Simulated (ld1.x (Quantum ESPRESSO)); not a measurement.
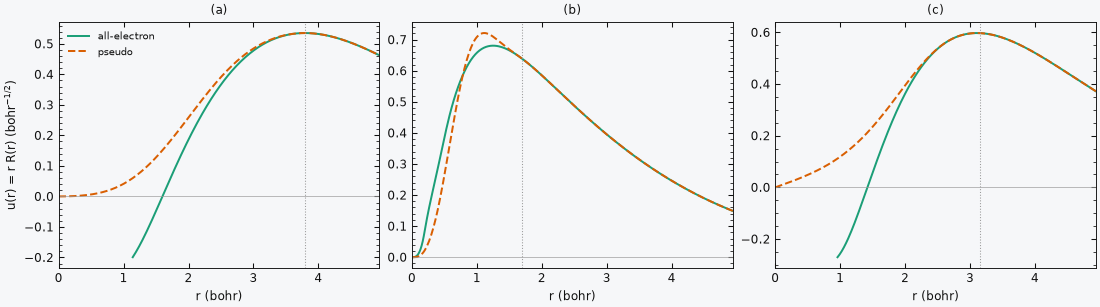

Partial waves u(r) = r R(r), all-electron (solid) and pseudo (dashed). Dotted lines mark the matching radii. The all-electron curves start outside the innermost oscillations, which aren't drawn.

ld1.x (Quantum ESPRESSO) 7.5, LDA (PZ), scalar-relativistic. The levels are (a) -6.07 eV, (b) -8.59 eV, (c) -9.17 eV.

> Which element and which shells are these?

Calcium (Ca), core [Ar], valence 3d0 4s1 4p0 (charge +1): (a) 4p, (b) 3d, (c) 4s.

> Are the pseudo-waves norm-conserving?

Yes. The RRKJ scheme keeps the all-electron norm inside the radius.
